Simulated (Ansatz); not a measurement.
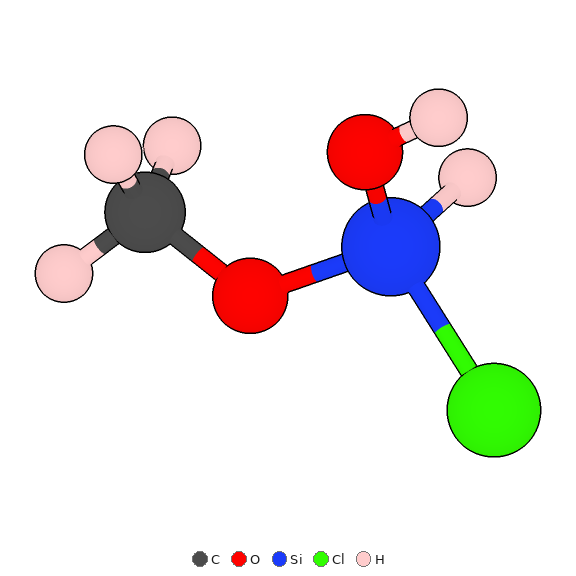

Figure made from data computed with Ansatz.

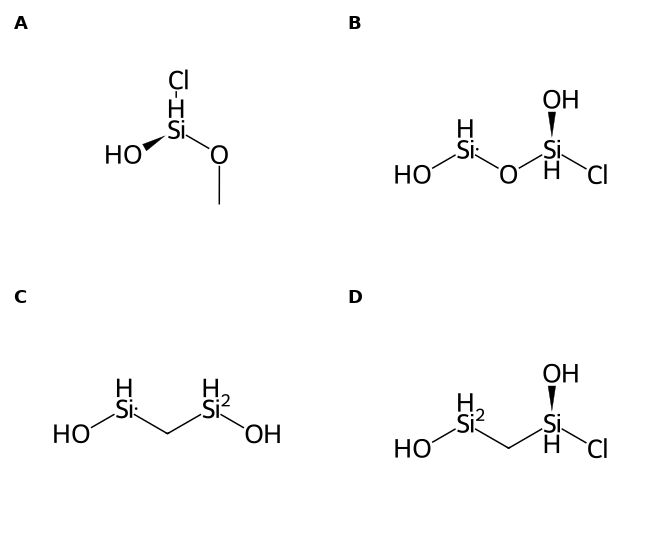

### Which structural formula matches the 3D model?

A, `CO[Si@@H](O)Cl`.
